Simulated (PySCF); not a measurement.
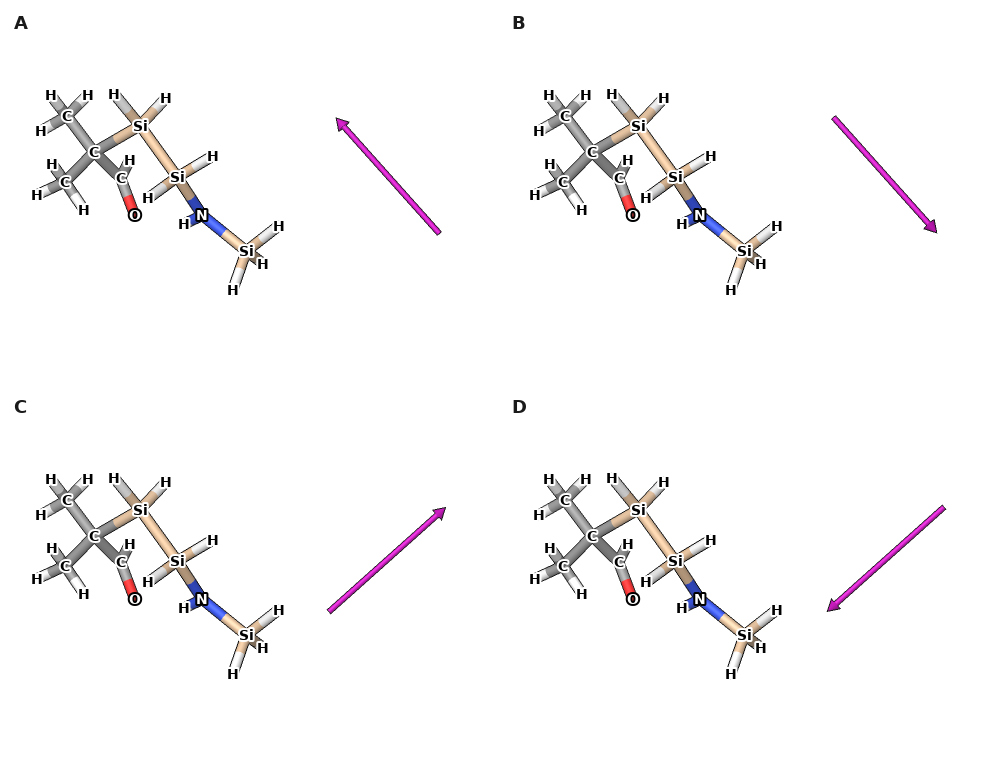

The same molecule four times, each with an arrow. Computed geometry: GFN2-xTB optimisation. No frequency run is at hand to confirm it as a minimum. Level of theory: PBE0/pcSseg-1, gas phase (PySCF 2.14.0).

> Which arrow points along the dipole moment, from the negative to the positive end?

A. The dipole moment is 2.61 D.

The geometry is semi-empirical. Around Si such bond lengths and angles can be off by a tenth of an ångström or more and by several degrees, and values that hang on the shape move with them.
